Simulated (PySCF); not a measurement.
```xyz
2

K     0.0000    0.0000   -3.3301
Pb    0.0000    0.0000    0.6239
```

Core potentials replace the inner electrons of Pb.

Method: PBE0/def2-SVPD, non-relativistic Hamiltonian with scalar-relativistic core potentials where named, at a bond length of 3.954 Å in PySCF.

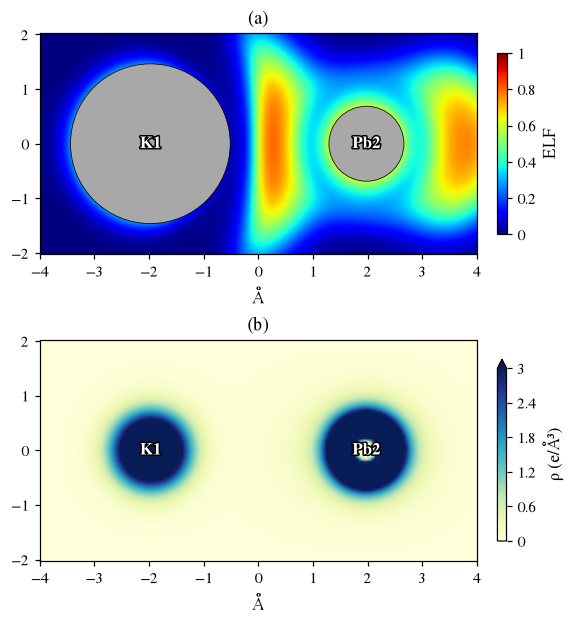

KPb (charge +1, triplet). (a) electron localisation function; (b) electron density on a plane that holds the molecular axis. Grey discs cover the atomic cores in the ELF map.

Q: What does the map show?

A:
- The plane passes through K and Pb nuclei.
- K–Pb (3.95 Å): ρ is about 0.05 e/Å³ halfway, with its minimum of 0.04 e/Å³ about 1.7 Å from K; the ELF peaks at about 0.80 in the valence shell of Pb, 1.7 Å from its nucleus, and is about 0.55 at the midpoint.
